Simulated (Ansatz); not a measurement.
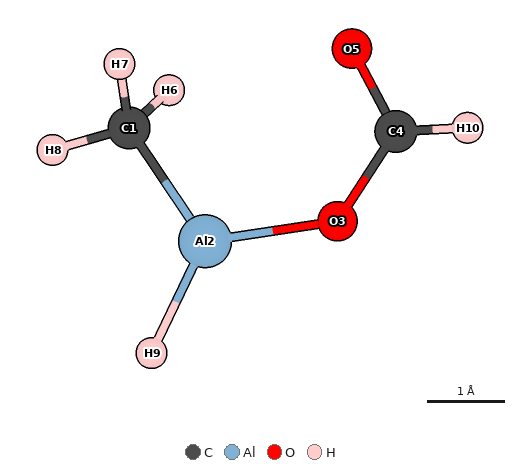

Fig. 1: The starting structure (ball-and-stick view, seen at a tilt; atoms are numbered from 1 in the order of the input). Sticks mark near contacts. Bond lengths as drawn: Al–C 1.93 Å, Al–H 1.62 Å, Al–O 1.85 Å, C–H 1.01 to 1.16 Å and C–O 1.32 to 1.40 Å.

## Geometry relaxation, with input and output: C$_{2}$H$_{5}$AlO$_{2}$ (part 1 of 3)

- system: C$_{2}$H$_{5}$AlO$_{2}$, SMILES [CH3][AlH][O]C=O
- method: RKS PBE-D4/def2-SVP (Ansatz 0.2.0)

The geometry: force-field start. Figures and captions count atoms from 1; the log counts them from 0 in places.

## What the program printed
```
Functional definition: PBE
  name "PBE"
  cite "Perdew, Burke & Ernzerhof, Phys. Rev. Lett. 77, 3865 (1996) doi:10.1103/PhysRevLett.77.3865"
  parent pbe
  parameter kappa = 0.804
  parameter beta = 0.06672455060314922
  exchange = pbe_x(kappa = kappa, mu = beta*pi^2/3)
  correlation = pbe_c(beta = beta)
1085 factors; their error is unknown
mean field evaluation 1: about -12816.4468 eV, gradient 7.7e1 eV
mean field evaluation 2: about -12737.2270 eV, gradient 1.7e2 eV
mean field evaluation 4: about -12828.1391 eV, gradient 2.2e1 eV
mean field evaluation 8: about -12829.3397 eV, gradient 3.8e-1 eV
mean field evaluation 16: about -12829.2899 eV, gradient 2.2e-3 eV
mean field -12829.28994375 eV, -471.4677094276 hartree, gradient 1.6e-5 eV, S^2 0.000000; 0 other end points of the search recorded, 0 dependent functions left out
the calculation of the forces begins
reference -12829.28998220 eV, -471.4677108407 hartree; 23, 23 occupied and 76, 76 virtual orbitals, 1085 factors
relax step   1: F+E_penalty+E_count = -12829.46521768 eV  Δ(F+E_penalty+E_count) = +0.000e0 eV  max|allowed force component| = 1.145e1 eV/Å  Δτ_max = 0.0000 Å  (30 SCF iters, accepted)
these checks for a lower state are left out or cut short: starts, cluster_reference, orbital_swaps, neighbouring_geometries, increment
1085 factors; their error is unknown
mean field -12830.11544466 eV, -471.4980460268 hartree, gradient 9.8e-6 eV, S^2 0.000000; 0 other end points of the search recorded, 0 dependent functions left out
[... from here on the field's lines of each further geometry are left out, up to the last ...]
relax step   2: F+E_penalty+E_count = -12830.29187430 eV  Δ(F+E_penalty+E_count) = -8.267e-1 eV  max|allowed force component| = 3.874e0 eV/Å  Δτ_max = 0.1950 Å  (38 SCF iters, accepted)
relax step   3: F+E_penalty+E_count = -12830.25679819 eV  Δ(F+E_penalty+E_count) = +3.508e-2 eV  max|allowed force component| = 2.983e0 eV/Å  Δτ_max = 0.1950 Å  (36 SCF iters, rejected (line search))
relax step   4: F+E_penalty+E_count = -12830.48994670 eV  Δ(F+E_penalty+E_count) = -1.981e-1 eV  max|allowed force component| = 6.320e-1 eV/Å  Δτ_max = 0.0951 Å  (30 SCF iters, accepted)
relax step   5: F+E_penalty+E_count = -12830.52035680 eV  Δ(F+E_penalty+E_count) = -3.041e-2 eV  max|allowed force component| = 2.334e-1 eV/Å  Δτ_max = 0.0976 Å  (29 SCF iters, accepted)
relax step   6: F+E_penalty+E_count = -12830.52308896 eV  Δ(F+E_penalty+E_count) = -2.732e-3 eV  max|allowed force component| = 1.461e-1 eV/Å  Δτ_max = 0.0819 Å  (30 SCF iters, accepted)
relax step   7: F+E_penalty+E_count = -12830.52641428 eV  Δ(F+E_penalty+E_count) = -3.325e-3 eV  max|allowed force component| = 8.212e-2 eV/Å  Δτ_max = 0.1185 Å  (29 SCF iters, accepted)
relax step   8: F+E_penalty+E_count = -12830.50532953 eV  Δ(F+E_penalty+E_count) = +2.108e-2 eV  max|allowed force component| = 1.303e0 eV/Å  Δτ_max = 0.1954 Å  (35 SCF iters, rejected (line search))
relax step   9: F+E_penalty+E_count = -12830.52909310 eV  Δ(F+E_penalty+E_count) = -2.679e-3 eV  max|allowed force component| = 1.025e-1 eV/Å  Δτ_max = 0.0977 Å  (29 SCF iters, accepted)
relax step  10: F+E_penalty+E_count = -12830.53011460 eV  Δ(F+E_penalty+E_count) = -1.021e-3 eV  max|allowed force component| = 3.937e-1 eV/Å  Δτ_max = 0.0970 Å  (29 SCF iters, accepted)
relax step  11: F+E_penalty+E_count = -12830.53756302 eV  Δ(F+E_penalty+E_count) = -7.448e-3 eV  max|allowed force component| = 8.906e-2 eV/Å  Δτ_max = 0.1500 Å  (35 SCF iters, accepted)
relax step  12: F+E_penalty+E_count = -12830.54183650 eV  Δ(F+E_penalty+E_count) = -4.273e-3 eV  max|allowed force component| = 2.537e-1 eV/Å  Δτ_max = 0.1336 Å  (28 SCF iters, accepted)
relax step  13: F+E_penalty+E_count = -12830.48328194 eV  Δ(F+E_penalty+E_count) = +5.855e-2 eV  max|allowed force component| = 2.035e0 eV/Å  Δτ_max = 0.1975 Å  (35 SCF iters, rejected (line search))
relax step  14: F+E_penalty+E_count = -12830.55110049 eV  Δ(F+E_penalty+E_count) = -9.264e-3 eV  max|allowed force component| = 1.753e-1 eV/Å  Δτ_max = 0.0988 Å  (29 SCF iters, accepted)
relax step  15: F+E_penalty+E_count = -12830.56039425 eV  Δ(F+E_penalty+E_count) = -9.294e-3 eV  max|allowed force component| = 3.092e-1 eV/Å  Δτ_max = 0.1000 Å  (30 SCF iters, accepted)
relax step  16: F+E_penalty+E_count = -12830.57301050 eV  Δ(F+E_penalty+E_count) = -1.262e-2 eV  max|allowed force component| = 8.954e-1 eV/Å  Δτ_max = 0.1479 Å  (28 SCF iters, accepted)
relax step  17: F+E_penalty+E_count = -12830.58835345 eV  Δ(F+E_penalty+E_count) = -1.534e-2 eV  max|allowed force component| = 1.672e0 eV/Å  Δτ_max = 0.1938 Å  (34 SCF iters, accepted)
relax step  18: F+E_penalty+E_count = -12830.71511870 eV  Δ(F+E_penalty+E_count) = -1.268e-1 eV  max|allowed force component| = 1.487e0 eV/Å  Δτ_max = 0.2000 Å  (35 SCF iters, accepted)
relax step  19: F+E_penalty+E_count = -12830.90976085 eV  Δ(F+E_penalty+E_count) = -1.946e-1 eV  max|allowed force component| = 1.098e0 eV/Å  Δτ_max = 0.2000 Å  (34 SCF iters, accepted)
relax step  20: F+E_penalty+E_count = -12831.04076149 eV  Δ(F+E_penalty+E_count) = -1.310e-1 eV  max|allowed force component| = 1.165e0 eV/Å  Δτ_max = 0.1719 Å  (35 SCF iters, accepted)
relax step  21: F+E_penalty+E_count = -12831.02085452 eV  Δ(F+E_penalty+E_count) = +1.991e-2 eV  max|allowed force component| = 1.956e0 eV/Å  Δτ_max = 0.1902 Å  (34 SCF iters, rejected (line search))
relax step  22: F+E_penalty+E_count = -12831.19448696 eV  Δ(F+E_penalty+E_count) = -1.537e-1 eV  max|allowed force component| = 4.897e-1 eV/Å  Δτ_max = 0.0927 Å  (29 SCF iters, accepted)
relax step  23: F+E_penalty+E_count = -12831.22333670 eV  Δ(F+E_penalty+E_count) = -2.885e-2 eV  max|allowed force component| = 1.518e-1 eV/Å  Δτ_max = 0.1000 Å  (29 SCF iters, accepted)
relax step  24: F+E_penalty+E_count = -12831.21966768 eV  Δ(F+E_penalty+E_count) = +3.669e-3 eV  max|allowed force component| = 3.229e-1 eV/Å  Δτ_max = 0.1144 Å  (29 SCF iters, rejected (line search))
relax step  25: F+E_penalty+E_count = -12831.22890499 eV  Δ(F+E_penalty+E_count) = -5.568e-3 eV  max|allowed force component| = 7.816e-2 eV/Å  Δτ_max = 0.0560 Å  (28 SCF iters, accepted)
relax step  26: F+E_penalty+E_count = -12831.23155633 eV  Δ(F+E_penalty+E_count) = -2.651e-3 eV  max|allowed force component| = 2.235e-2 eV/Å  Δτ_max = 0.0750 Å  (28 SCF iters, accepted)
relax step  27: F+E_penalty+E_count = -12831.23086230 eV  Δ(F+E_penalty+E_count) = +6.940e-4 eV  max|allowed force component| = 2.471e-1 eV/Å  Δτ_max = 0.1099 Å  (29 SCF iters, rejected (line search))
relax step  28: F+E_penalty+E_count = -12831.23283413 eV  Δ(F+E_penalty+E_count) = -1.278e-3 eV  max|allowed force component| = 4.819e-2 eV/Å  Δτ_max = 0.0536 Å  (28 SCF iters, accepted)
relax step  29: F+E_penalty+E_count = -12831.23381734 eV  Δ(F+E_penalty+E_count) = -9.832e-4 eV  max|allowed force component| = 6.783e-2 eV/Å  Δτ_max = 0.0549 Å  (28 SCF iters, accepted)
relax step  30: F+E_penalty+E_count = -12831.23329658 eV  Δ(F+E_penalty+E_count) = +5.208e-4 eV  max|allowed force component| = 1.714e-1 eV/Å  Δτ_max = 0.0822 Å  (29 SCF iters, rejected (line search))
relax step  31: F+E_penalty+E_count = -12831.23478451 eV  Δ(F+E_penalty+E_count) = -9.672e-4 eV  max|allowed force component| = 6.967e-2 eV/Å  Δτ_max = 0.0401 Å  (29 SCF iters, accepted)
relax step  32: F+E_penalty+E_count = -12831.23526917 eV  Δ(F+E_penalty+E_count) = -4.847e-4 eV  max|allowed force component| = 1.269e-1 eV/Å  Δτ_max = 0.0407 Å  (29 SCF iters, accepted)
relax step  33: F+E_penalty+E_count = -12831.23610325 eV  Δ(F+E_penalty+E_count) = -8.341e-4 eV  max|allowed force component| = 8.451e-2 eV/Å  Δτ_max = 0.0616 Å  (28 SCF iters, accepted)
relax step  34: F+E_penalty+E_count = -12831.23643625 eV  Δ(F+E_penalty+E_count) = -3.330e-4 eV  max|allowed force component| = 4.928e-2 eV/Å  Δτ_max = 0.0046 Å  (24 SCF iters, accepted)
relax step  35: F+E_penalty+E_count = -12831.23685404 eV  Δ(F+E_penalty+E_count) = -4.178e-4 eV  max|allowed force component| = 3.105e-3 eV/Å  Δτ_max = 0.0255 Å  (29 SCF iters, accepted)
relax step  36: F+E_penalty+E_count = -12831.23708116 eV  Δ(F+E_penalty+E_count) = -2.271e-4 eV  max|allowed force component| = 3.524e-2 eV/Å  Δτ_max = 0.0436 Å  (28 SCF iters, accepted)
the calculation of the forces begins
reference -12831.05692262 eV, -471.5326447036 hartree; 23, 23 occupied and 76, 76 virtual orbitals, 1085 factors
relax step  37: F+E_penalty+E_count = -12831.23718404 eV  Δ(F+E_penalty+E_count) = -1.029e-4 eV  max|allowed force component| = 2.929e-2 eV/Å  Δτ_max = 0.0199 Å  (30 SCF iters, accepted)
1085 factors; their error is unknown
mean field evaluation 288: about -12831.0925 eV, gradient 2.2e0 eV
```

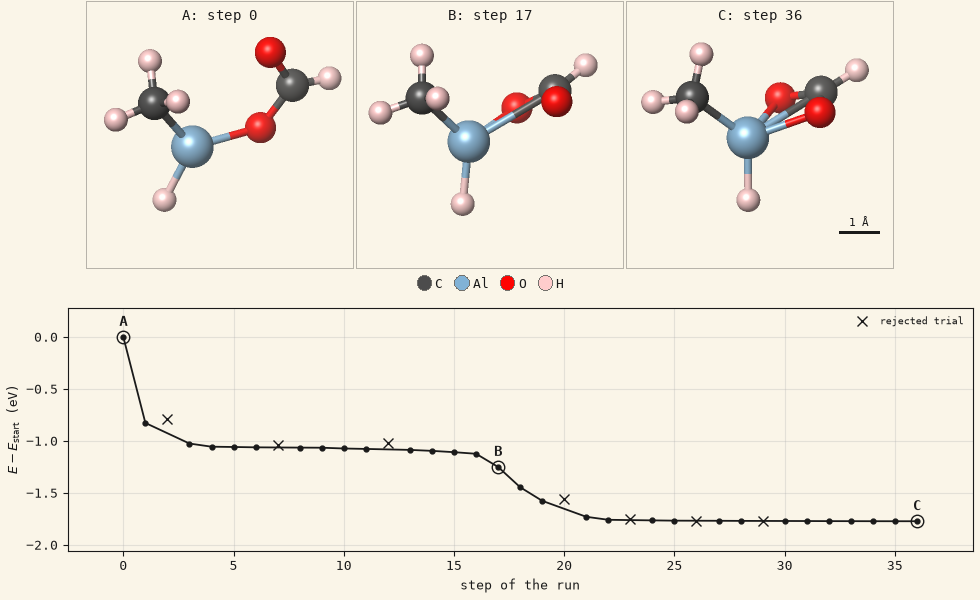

Fig. 2: Frames of the relaxation (ball-and-stick view, seen at a tilt) above the curves, on which the letters mark them (the first geometry is step 0 here and step 1 in the log).

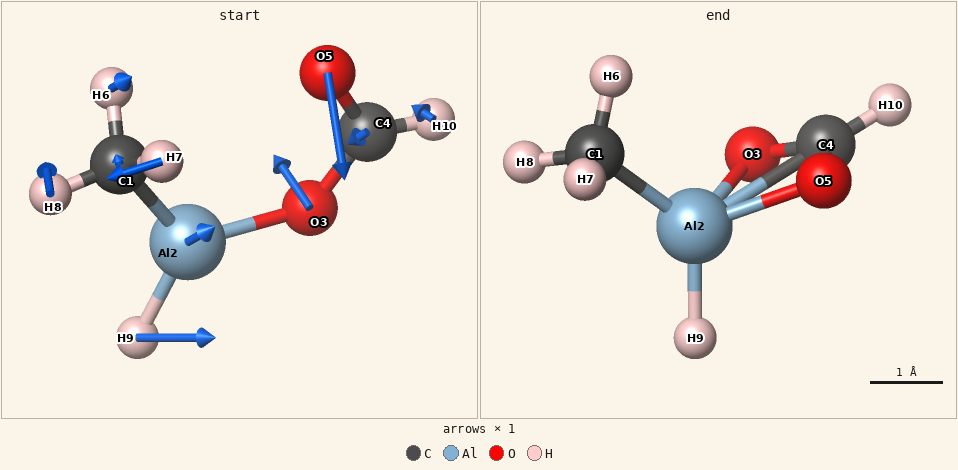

Fig. 3: Before (left) and after (right) the relaxation, at one scale (ball-and-stick view, seen at a tilt). The blue arrows give the displacements, at true length. O5 moves most after the best rigid fit: 1.53 Å. By element the largest moves are O 1.53 Å, H 1.29 Å, Al 0.60 Å, C 0.40 Å. Among the contacts that change: Al2–O5 3.161 → 1.967 Å, Al2–C4 2.950 → 2.284 Å, O3–C4 1.396 → 1.277 Å, Al2–O3 1.855 → 1.968 Å. New bonds form: Al2–C4 (2.95 → 2.28 Å), Al2–O5 (3.16 → 1.97 Å). Among the angles that change: Al2–O3–C4 129.9° → 86.7°, O3–Al2–H9 120.6° → 110.6°, C1–Al2–H9 119.3° → 127.0°. Over 36 geometry steps the energy falls by 1.772 eV. The largest force component goes from 11 to 0.029 eV/Å. The line search rejected the trial steps at points 2, 7, 12, 20, 23, 26, 29 (counted from 0) and went back. (Atoms are counted from 1 in the order of the input.)

```
mean field -12831.05688268 eV, -471.5326432359 hartree, gradient 1.7e-5 eV, S^2 0.000000; 1 other end points of the search recorded, 0 dependent functions left out
the calculation of the forces begins
reference -12831.05692262 eV, -471.5326447036 hartree; 23, 23 occupied and 76, 76 virtual orbitals, 1085 factors
Total energy: -12831.23722398 eV, -471.5392706563 hartree
Atom 0 at    -1.658109    -0.182016     0.272372 Å, force    -0.029292    -0.010910     0.000458 eV/Å
Atom 1 at     0.243304    -0.147030     0.717044 Å, force     0.001999    -0.002075     0.004666 eV/Å
Atom 2 at     1.376116    -0.879125    -0.716569 Å, force    -0.001755    -0.009252    -0.000279 eV/Å
Atom 3 at     1.723665     0.325546    -0.956623 Å, force     0.016226     0.007686    -0.014897 eV/Å
Atom 4 at     1.223630     1.260773    -0.245741 Å, force    -0.000093     0.009976    -0.000765 eV/Å
Atom 5 at    -1.838380     0.002195    -0.807427 Å, force    -0.001401    -0.000461     0.016441 eV/Å
Atom 6 at    -2.220770     0.588980     0.842091 Å, force     0.010700    -0.013449    -0.011810 eV/Å
Atom 7 at    -2.115748    -1.162970     0.525655 Å, force     0.010624     0.023521    -0.007920 eV/Å
Atom 8 at     0.899944    -0.414178     2.143443 Å, force     0.001798    -0.000725     0.004066 eV/Å
Atom 9 at     2.449547     0.556825    -1.771246 Å, force    -0.008805    -0.004312     0.010040 eV/Å
Dipole moment:     0.028155     0.055171    -0.240884 e Å
```

## Trajectory as extended XYZ (Å, eV, eV/Å), 37 frames, from step=1 to step=37
```
10
Properties=species:S:1:pos:R:3:forces:R:3 step=1 energy=-12829.46522
C    -1.5445   -0.1818    0.4022    0.1830   1.6785  -0.6798
Al    0.2230   -0.7815    0.8857    0.7104   0.4711  -0.6956
O     1.7002   -0.1839   -0.0631    0.9274   0.8969  -0.9712
C     1.7766    0.7219   -1.1220  -11.4485  -1.0686   2.2992
O     0.6194    1.1888   -1.5543    5.3024  -1.4024   1.2246
H    -1.8101   -0.4021   -0.6620    0.1238   0.0798   0.2672
H    -1.6101    0.9688    0.4993    0.1698  -1.2012  -0.1971
H    -2.3056   -0.5856    1.0539   -0.7255  -0.4800   0.5701
H     0.4023   -1.7917    2.1366    0.4107   0.2036  -0.3150
H     2.6320    0.9961   -1.5733    4.3465   0.8224  -1.5024
10
Properties=species:S:1:pos:R:3:forces:R:3 step=2 energy=-12830.29187
C    -1.5782   -0.1564    0.3938   -0.0433   0.5655  -0.1383
Al    0.2041   -0.7451    0.8598    0.5264   0.0564  -0.1927
O     1.6872   -0.1938   -0.0348    0.2527   0.0479  -0.8628
C     1.6930    0.6223   -1.1225   -3.8737   1.5971   1.1875
O     0.6480    1.1900   -1.5279    2.1285  -1.4393   0.3135
H    -1.8224   -0.3719   -0.6691    0.0346  -0.0177   0.0700
H    -1.6309    0.9631    0.4840    0.0332  -0.3875  -0.0382
H    -2.3510   -0.5919    1.0472   -0.1902  -0.1129   0.1011
H     0.5774   -1.7454    2.0643    0.0700   0.1651  -0.1980
H     2.6560    0.9782   -1.4918    1.0618  -0.4745  -0.2420
10
Properties=species:S:1:pos:R:3:forces:R:3 step=3 energy=-12830.25680 accepted=F
C    -1.6025   -0.1422    0.3897   -0.1408  -0.4030   0.1566
Al    0.1899   -0.7461    0.8261    0.1780  -0.1889   0.3605
O     1.6764   -0.1828    0.0063    0.0097   0.8766  -0.0125
C     1.6503    0.7354   -0.9694    0.3941  -0.9587  -2.9828
O     0.6506    1.1398   -1.5665    0.6682   0.0727   1.3054
H    -1.8358   -0.3503   -0.6721   -0.0378  -0.0656  -0.0758
H    -1.6383    0.9536    0.4821   -0.0473   0.3413   0.0746
H    -2.3864   -0.5971    1.0422    0.1640   0.1299  -0.1738
H     0.6888   -1.7253    1.9988   -0.1677   0.0536  -0.1428
H     2.6902    0.8640   -1.5342   -1.0203   0.1420   1.4907
```
